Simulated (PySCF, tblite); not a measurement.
# C₂H₁₀Si₂: dynamics, then NMR shifts and electronic excitations on frames, part 2 of 2

tblite 0.8.0 and PySCF 2.14.0. Atoms count from 0.

**8. TDDFT and polarisability: 625 fs, PBE0/def2-SVPD**

Job settings and geometry (Å):

```
{"job": {"kind": "uv", "xc": "PBE0", "basis": "def2-SVPD", "nstates": 5, "ntriplets": 0}, "charge": 0, "multiplicity": 1}
C      0.733700     0.599400    -1.514400
C      0.163000     0.118200    -0.104600
Si    -1.683100    -0.254100    -0.227300
Si     1.344800    -1.287100     0.475600
H      0.235200     1.427800    -1.919300
H      0.625700    -0.255500    -2.075200
H      1.763500     0.859000    -1.364800
H      0.259700     0.869100     0.645400
H     -2.376100     0.847800    -0.861700
H     -1.755600    -1.545900    -0.931000
H     -2.340600    -0.464300     1.119600
H      2.752000    -0.857500     0.843400
H      1.427800    -2.353800    -0.476300
H      0.728000    -1.940700     1.699400
```

Level: TDDFT PBE0/def2-SVPD, vertical, gas phase, core orbitals frozen in the response.

Output:

```text
coarse grid: 11624 points
cycle   1  E = -660.4888237680  dE = -1.008e-01  |g| = 3.140e-01  |ddm| = 4.274e+00
cycle   2  E = -660.4783378404  dE =  1.049e-02  |g| = 3.668e-01  |ddm| = 9.689e-01
cycle   3  E = -660.5150665161  dE = -3.673e-02  |g| = 4.349e-02  |ddm| = 5.183e-01
cycle   4  E = -660.5155649530  dE = -4.984e-04  |g| = 1.675e-02  |ddm| = 9.736e-02
cycle   5  E = -660.5156347880  dE = -6.984e-05  |g| = 4.122e-03  |ddm| = 2.795e-02
cycle   6  E = -660.5156395118  dE = -4.724e-06  |g| = 4.326e-04  |ddm| = 8.059e-03
final grid: 99992 points
cycle   7  E = -660.5996323878  dE = -1.952e-05  |g| = 5.841e-03  |ddm| = 6.651e-02
cycle   8  E = -660.5996265882  dE =  5.800e-06  |g| = 7.385e-03  |ddm| = 1.734e-02
cycle   9  E = -660.5996414357  dE = -1.485e-05  |g| = 5.141e-04  |ddm| = 9.675e-03
cycle  10  E = -660.5996415038  dE = -6.815e-08  |g| = 1.387e-04  |ddm| = 8.473e-04
cycle  11  E = -660.5996415087  dE = -4.937e-09  |g| = 2.310e-05  |ddm| = 2.536e-04
cycle  12  E = -660.5996415089  dE = -1.824e-10  |g| = 4.105e-06  |ddm| = 6.852e-05
converged SCF energy = -660.5996415089

Static polarisability (au): isotropic 81.266, principal 69.021 82.289 92.488

Singlet excitations
state   eV       nm        f      main configurations
  1   7.5281    164.7   0.06194   H->L 0.98
  2   7.6751    161.5   0.00398   H-1->L 0.97
  3   8.0051    154.9   0.12112   H->L+1 0.77, H->L+2 0.15
  4   8.1044    153.0   0.00983   H-1->L+1 0.58, H-1->L+2 0.20, H-2->L 0.09
  5   8.1610    151.9   0.07629   H-2->L 0.35, H->L+2 0.25, H-1->L+1 0.17
```

It took 13 s on 1 thread of INTEL XEON PLATINUM 8581C at 2.10GHz, shared host; peak memory 0.73 GiB.

Key values: HOMO -8.52 eV, LUMO 0.19 eV; lowest singlet 7.53 eV.

**9. Nuclear shieldings: 800 fs, PBE0/pcSseg-1**

Job settings and geometry (Å):

```
{"job": {"kind": "nmr", "xc": "PBE0", "basis": "pcSseg-1", "pop": false}, "charge": 0, "multiplicity": 1}
C      0.816500     0.243400    -1.727700
C      0.521700    -0.024300    -0.222900
Si    -1.416000    -0.011300     0.098200
Si     1.415500    -1.515300     0.701100
H      0.523500     1.247100    -1.992700
H      0.302100    -0.573100    -2.279100
H      1.870700     0.098800    -1.994100
H      0.966500     0.771400     0.297500
H     -1.564100     1.379600     0.797700
H     -2.199900    -0.278000    -1.116100
H     -1.626300    -0.952000     1.173200
H      2.679800    -1.927400     0.072900
H      0.597500    -2.765000     0.833200
H      1.542700    -0.989900     1.982400
```

Level: GIAO PBE0/pcSseg-1 NMR shielding, non-relativistic, gas phase.

Output:

```text
coarse grid: 11624 points
cycle   1  E = -660.7379624296  dE = -1.546e-01  |g| = 3.372e-01  |ddm| = 3.114e+00
cycle   2  E = -660.7181528054  dE =  1.981e-02  |g| = 4.275e-01  |ddm| = 7.064e-01
cycle   3  E = -660.7681463748  dE = -4.999e-02  |g| = 4.112e-02  |ddm| = 4.441e-01
cycle   4  E = -660.7685489160  dE = -4.025e-04  |g| = 1.541e-02  |ddm| = 5.272e-02
cycle   5  E = -660.7686032214  dE = -5.431e-05  |g| = 4.398e-03  |ddm| = 1.468e-02
cycle   6  E = -660.7686079350  dE = -4.714e-06  |g| = 4.691e-04  |ddm| = 4.613e-03
final grid: 99992 points
cycle   7  E = -660.7916588426  dE = -1.521e-05  |g| = 5.530e-03  |ddm| = 1.573e-02
cycle   8  E = -660.7916531157  dE =  5.727e-06  |g| = 7.119e-03  |ddm| = 1.108e-02
cycle   9  E = -660.7916666320  dE = -1.352e-05  |g| = 5.583e-04  |ddm| = 6.651e-03
cycle  10  E = -660.7916666998  dE = -6.785e-08  |g| = 1.680e-04  |ddm| = 6.107e-04
cycle  11  E = -660.7916667066  dE = -6.771e-09  |g| = 2.824e-05  |ddm| = 1.402e-04
cycle  12  E = -660.7916667068  dE = -1.849e-10  |g| = 6.534e-06  |ddm| = 4.146e-05
converged SCF energy = -660.7916667068

GIAO shielding tensors (ppm)
atom      isotropic    diamagn.    paramagn.     s11        s22        s33       span
  0 C      167.429     245.342     -77.913    150.649    168.142    183.495     32.846
  1 C      188.031     255.977     -67.946    178.164    186.137    199.792     21.628
  2 Si     408.870     880.408    -471.539    363.733    404.480    458.397     94.663
  3 Si     408.303     880.455    -472.151    342.630    407.856    474.424    131.793
  4 H       30.185      29.936       0.249     25.220     28.212     37.123     11.903
  5 H       29.812      29.579       0.233     25.417     28.250     35.768     10.351
  6 H       30.126      29.393       0.733     25.093     28.239     37.046     11.954
  7 H       31.970      35.876      -3.906     27.412     29.962     38.536     11.125
  8 H       26.100      28.470      -2.370     22.472     24.525     31.303      8.832
  9 H       27.707      29.552      -1.845     24.687     26.029     32.406      7.718
 10 H       27.925      30.684      -2.759     23.846     27.426     32.503      8.657
 11 H       27.635      29.287      -1.652     24.169     25.643     33.092      8.923
 12 H       27.502      29.249      -1.747     24.141     26.309     32.056      7.915
 13 H       28.641      31.204      -2.562     24.875     26.758     34.292      9.417
```

It took 9.1 s on 1 thread of INTEL XEON PLATINUM 8581C at 2.10GHz, shared host; peak memory 0.68 GiB.

In short: δ C0 19.5, C1 -1.1, Si3 -59.1, Si2 -59.7, H8 5.62, H12 4.22 ppm.

**10. Ultraviolet spectrum: 800 fs, PBE0/def2-SVPD**

The job, as its differences from that of step 9:

```diff
@@ -1,2 +1,2 @@
-{"job": {"kind": "nmr", "xc": "PBE0", "basis": "pcSseg-1", "pop": false}, "charge": 0, "multiplicity": 1}
+{"job": {"kind": "uv", "xc": "PBE0", "basis": "def2-SVPD", "nstates": 5, "ntriplets": 0}, "charge": 0, "multiplicity": 1}
 C      0.816500     0.243400    -1.727700
```

Method: TDDFT PBE0/def2-SVPD, vertical, gas phase, core orbitals frozen in the response.

Output:

```text
coarse grid: 11624 points
cycle   1  E = -660.4781321846  dE = -1.765e-01  |g| = 3.213e-01  |ddm| = 4.050e+00
cycle   2  E = -660.4592125960  dE =  1.892e-02  |g| = 4.090e-01  |ddm| = 1.048e+00
cycle   3  E = -660.5067940635  dE = -4.758e-02  |g| = 4.072e-02  |ddm| = 5.892e-01
cycle   4  E = -660.5072248989  dE = -4.308e-04  |g| = 1.649e-02  |ddm| = 9.012e-02
cycle   5  E = -660.5072936540  dE = -6.876e-05  |g| = 3.866e-03  |ddm| = 2.547e-02
cycle   6  E = -660.5072977383  dE = -4.084e-06  |g| = 5.469e-04  |ddm| = 7.482e-03
final grid: 99992 points
cycle   7  E = -660.5908300777  dE = -1.555e-05  |g| = 5.396e-03  |ddm| = 5.501e-02
cycle   8  E = -660.5908238481  dE =  6.230e-06  |g| = 7.150e-03  |ddm| = 1.593e-02
cycle   9  E = -660.5908379524  dE = -1.410e-05  |g| = 4.896e-04  |ddm| = 9.212e-03
cycle  10  E = -660.5908380162  dE = -6.388e-08  |g| = 1.210e-04  |ddm| = 7.705e-04
cycle  11  E = -660.5908380199  dE = -3.650e-09  |g| = 2.454e-05  |ddm| = 2.056e-04
cycle  12  E = -660.5908380201  dE = -1.878e-10  |g| = 5.714e-06  |ddm| = 6.770e-05
converged SCF energy = -660.5908380201

Static polarisability (au): isotropic 82.842, principal 71.856 82.590 94.079

Singlet excitations
state   eV       nm        f      main configurations
  1   6.6279    187.1   0.02855   H->L 0.98
  2   7.1839    172.6   0.10374   H->L+1 0.87
  3   7.2579    170.8   0.01413   H->L+2 0.89
  4   7.5302    164.6   0.01392   H-1->L 0.90
  5   7.6485    162.1   0.15057   H->L+3 0.91
```

It took 12 s on 1 thread of INTEL XEON PLATINUM 8581C at 2.10GHz, shared host; peak memory 0.72 GiB.

Key values: HOMO -7.77 eV, LUMO 0.04 eV; lowest singlet 6.63 eV.

**11. NMR shieldings: 1000 fs, PBE0/pcSseg-1**

Job settings and geometry (Å):

```
{"job": {"kind": "nmr", "xc": "PBE0", "basis": "pcSseg-1", "pop": false}, "charge": 0, "multiplicity": 1}
C      0.914300    -0.043400    -1.451900
C      0.520100     0.049100     0.031200
Si    -1.354300    -0.010200     0.445600
Si     1.549100    -1.353700     0.886400
H      0.767100     0.896800    -1.960300
H      0.314500    -0.747500    -1.992400
H      2.013600    -0.342700    -1.559600
H      0.900400     1.009500     0.468000
H     -1.590700     1.088300     1.480700
H     -2.073000     0.022700    -0.763600
H     -1.739600    -1.238600     1.075300
H      2.976400    -1.180900     0.783600
H      1.122100    -2.636600     0.311900
H      1.123700    -1.410700     2.283700
```

With the program's defaults for keys left out, this is: GIAO PBE0/pcSseg-1 NMR shielding, non-relativistic, gas phase.

Output:

```text
coarse grid: 11624 points
cycle   1  E = -660.7535319570  dE = -1.049e-01  |g| = 3.194e-01  |ddm| = 3.121e+00
cycle   2  E = -660.7378918958  dE =  1.564e-02  |g| = 3.972e-01  |ddm| = 6.390e-01
cycle   3  E = -660.7802228241  dE = -4.233e-02  |g| = 3.934e-02  |ddm| = 4.019e-01
cycle   4  E = -660.7805998736  dE = -3.770e-04  |g| = 1.344e-02  |ddm| = 5.198e-02
cycle   5  E = -660.7806402815  dE = -4.041e-05  |g| = 4.393e-03  |ddm| = 1.397e-02
cycle   6  E = -660.7806448740  dE = -4.592e-06  |g| = 3.376e-04  |ddm| = 4.081e-03
final grid: 99992 points
cycle   7  E = -660.8025436583  dE = -1.522e-05  |g| = 5.418e-03  |ddm| = 1.724e-02
cycle   8  E = -660.8025376060  dE =  6.052e-06  |g| = 7.155e-03  |ddm| = 1.118e-02
cycle   9  E = -660.8025512370  dE = -1.363e-05  |g| = 4.689e-04  |ddm| = 6.603e-03
cycle  10  E = -660.8025512803  dE = -4.330e-08  |g| = 1.595e-04  |ddm| = 4.860e-04
cycle  11  E = -660.8025512865  dE = -6.134e-09  |g| = 2.128e-05  |ddm| = 1.257e-04
cycle  12  E = -660.8025512865  dE = -9.550e-11  |g| = 3.948e-06  |ddm| = 3.364e-05
converged SCF energy = -660.8025512865

GIAO shielding tensors (ppm)
atom      isotropic    diamagn.    paramagn.     s11        s22        s33       span
  0 C      166.840     246.466     -79.626    146.987    166.123    187.410     40.424
  1 C      193.201     254.362     -61.161    177.578    196.695    205.330     27.752
  2 Si     411.947     880.516    -468.569    368.535    389.681    477.625    109.090
  3 Si     411.682     880.467    -468.784    355.590    406.969    472.487    116.897
  4 H       30.093      30.234      -0.141     25.013     27.629     37.638     12.625
  5 H       30.819      31.138      -0.319     26.841     28.961     36.656      9.815
  6 H       29.350      28.762       0.587     23.694     28.307     36.048     12.354
  7 H       30.630      32.315      -1.685     26.123     28.040     37.727     11.604
  8 H       26.864      28.640      -1.777     23.332     24.831     32.428      9.095
  9 H       28.557      30.708      -2.151     24.986     26.849     33.836      8.850
 10 H       28.358      30.444      -2.086     24.634     27.450     32.991      8.358
 11 H       28.091      29.872      -1.781     24.510     25.838     33.926      9.416
 12 H       27.957      29.735      -1.777     24.848     26.481     32.544      7.696
 13 H       27.786      29.702      -1.916     23.872     26.109     33.378      9.506
```

Run time: 9.3 s. Hardware: 1 thread of INTEL XEON PLATINUM 8581C at 2.10GHz, shared host; peak memory 0.68 GiB.

In short: δ C0 20.1, C1 -6.3, Si3 -62.5, Si2 -62.8, H8 4.85, H13 3.93 ppm.

**12. Excited states and response: 1000 fs, PBE0/def2-SVPD**

The job, as its differences from that of step 11:

```diff
@@ -1,2 +1,2 @@
-{"job": {"kind": "nmr", "xc": "PBE0", "basis": "pcSseg-1", "pop": false}, "charge": 0, "multiplicity": 1}
+{"job": {"kind": "uv", "xc": "PBE0", "basis": "def2-SVPD", "nstates": 5, "ntriplets": 0}, "charge": 0, "multiplicity": 1}
 C      0.914300    -0.043400    -1.451900
```

With the program's defaults for keys left out, this is: TDDFT PBE0/def2-SVPD, vertical, gas phase, core orbitals frozen in the response.

Output:

```text
coarse grid: 11624 points
cycle   1  E = -660.4935771929  dE = -1.263e-01  |g| = 3.050e-01  |ddm| = 4.062e+00
cycle   2  E = -660.4787148409  dE =  1.486e-02  |g| = 3.803e-01  |ddm| = 9.525e-01
cycle   3  E = -660.5189405583  dE = -4.023e-02  |g| = 3.866e-02  |ddm| = 5.177e-01
cycle   4  E = -660.5193425856  dE = -4.020e-04  |g| = 1.443e-02  |ddm| = 9.070e-02
cycle   5  E = -660.5193954243  dE = -5.284e-05  |g| = 3.778e-03  |ddm| = 2.335e-02
cycle   6  E = -660.5193991631  dE = -3.739e-06  |g| = 4.423e-04  |ddm| = 6.996e-03
final grid: 99992 points
cycle   7  E = -660.6017392383  dE = -1.732e-05  |g| = 5.349e-03  |ddm| = 7.532e-02
cycle   8  E = -660.6017326175  dE =  6.621e-06  |g| = 7.237e-03  |ddm| = 1.677e-02
cycle   9  E = -660.6017470485  dE = -1.443e-05  |g| = 4.215e-04  |ddm| = 8.839e-03
cycle  10  E = -660.6017470922  dE = -4.370e-08  |g| = 1.237e-04  |ddm| = 6.858e-04
cycle  11  E = -660.6017470960  dE = -3.876e-09  |g| = 1.970e-05  |ddm| = 2.298e-04
cycle  12  E = -660.6017470962  dE = -1.273e-10  |g| = 3.245e-06  |ddm| = 5.919e-05
converged SCF energy = -660.6017470962

Static polarisability (au): isotropic 81.002, principal 70.879 81.027 91.100

Singlet excitations
state   eV       nm        f      main configurations
  1   6.9697    177.9   0.01622   H->L 0.99
  2   7.4190    167.1   0.07725   H->L+1 0.92
  3   7.6924    161.2   0.00094   H-1->L 0.95
  4   7.7886    159.2   0.16778   H->L+2 0.88
  5   7.9153    156.6   0.02090   H->L+3 0.77, H->L+4 0.15
```

Run time: 12 s. Hardware: 1 thread of INTEL XEON PLATINUM 8581C at 2.10GHz, shared host; peak memory 0.72 GiB.

This run: HOMO -7.99 eV, LUMO 0.18 eV; lowest singlet 6.97 eV.

**13. Comparing the runs: NMR shifts**

Shifts (ppm) of some atoms, chosen among heavy atoms and hydrogens apart, with basis size and wall time:

| frame | C0 | C1 | H8 | H5 | H7 | Si3 | Si2 | functions | time |
| --- | --- | --- | --- | --- | --- | --- | --- | --- | --- |
| 250 fs | 15.0 | -0.6 | 4.24 | 1.07 | 0.39 | -56.0 | -61.9 | 132 | 9.5 s |
| 425 fs | 14.0 | -10.3 | 3.71 | -0.34 | 1.85 | -79.1 | -71.4 | 132 | 9.1 s |
| 625 fs | 11.3 | -4.8 | 3.79 | -0.37 | -0.43 | -63.3 | -64.2 | 132 | 9.5 s |
| 800 fs | 19.5 | -1.1 | 5.62 | 1.91 | -0.25 | -59.1 | -59.7 | 132 | 9.1 s |
| 1000 fs | 20.1 | -6.3 | 4.85 | 0.90 | 1.09 | -62.5 | -62.8 | 132 | 9.3 s |

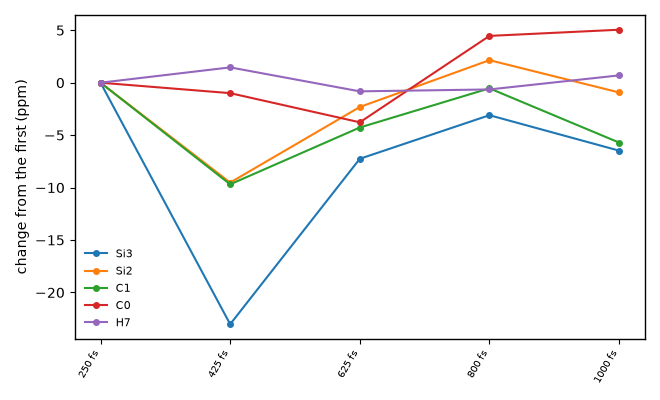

How five of the tabulated atoms move from run to run.

**14. Run by run: electronic excitations**

Excitations and ground-state properties, with basis size and wall time:

| frame | lowest singlet (eV) | brightest (eV) | f | gap (eV) | α (Å³) | μ (D) | functions | time |
| --- | --- | --- | --- | --- | --- | --- | --- | --- |
| 250 fs | 6.79 | 7.71 | 0.101 | 8.00 | 12.01 | 0.77 | 168 | 12 s |
| 425 fs | 7.53 | 8.11 | 0.065 | 8.76 | 11.75 | 1.61 | 168 | 12 s |
| 625 fs | 7.53 | 8.01 | 0.121 | 8.71 | 12.04 | 1.25 | 168 | 13 s |
| 800 fs | 6.63 | 7.65 | 0.151 | 7.81 | 12.28 | 0.76 | 168 | 12 s |
| 1000 fs | 6.97 | 7.79 | 0.168 | 8.17 | 12.00 | 1.00 | 168 | 12 s |

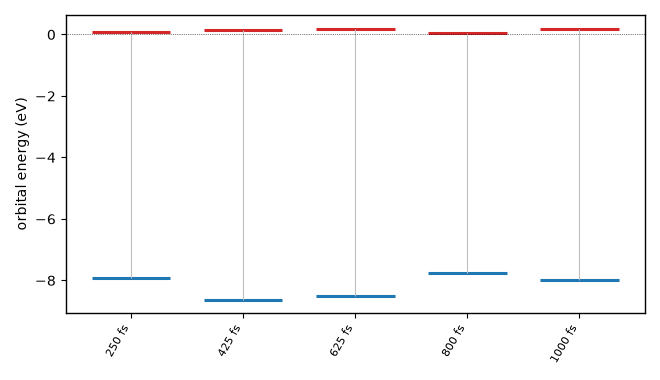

HOMO (blue) and LUMO (red) run by run.

**15. Summary of results**

What follows sums up all 2 parts.

```
                                       quantity                                                           value
                                     thermostat                                                           300 K
                  mean temperature, second half                                                           263 K
        mean potential energy above the minimum                                                         0.51 eV
 13C shifts against TMS (PBE0/pcSseg-1, 250 fs)                                                  15.0, -0.6 ppm
  1H shifts against TMS (PBE0/pcSseg-1, 250 fs)  4.96, 4.55, 4.24, 4.07, 4.01, 3.34, 1.18, 1.12, 1.07, 0.39 ppm
29Si shifts against TMS (PBE0/pcSseg-1, 250 fs)                                                -56.0, -61.9 ppm
        lowest singlet (PBE0/def2-SVPD, 250 fs)                                     6.79 eV (182 nm), f = 0.018
       brightest single state of those computed                                     state 3, 7.71 eV, f = 0.101
                      range of the shift of Si3                                              -79.1 to -56.0 ppm
                    range of the lowest singlet                                                 6.63 to 7.53 eV
```

In words: In the second half the potential energy averages 0.51 eV above the minimum; equipartition over 36 harmonic modes at 300 K would give 0.47 eV. With 14 atoms the temperature swings widely (118 to 393 K). Shifts at one fixed geometry are not the observed spectrum, which averages over the motion. In the first frame run (250 fs): The lowest singlet, at 6.79 eV, is HOMO→LUMO 0.99 and is weak; of the 5 states computed, the strongest absorption comes from states 4 to 5 together at 7.77 eV (the last computed, so partners may be missing). In ppm, Si3 moves most: its shift spreads over 23.0 ppm, from -79.1 (425 fs) to -56.0 (250 fs). The lowest singlet runs from 6.63 eV (800 fs) to 7.53 eV (425 fs), while the orbital gap spans 7.81 to 8.76 eV. The lowest state need not be the same one in every run.
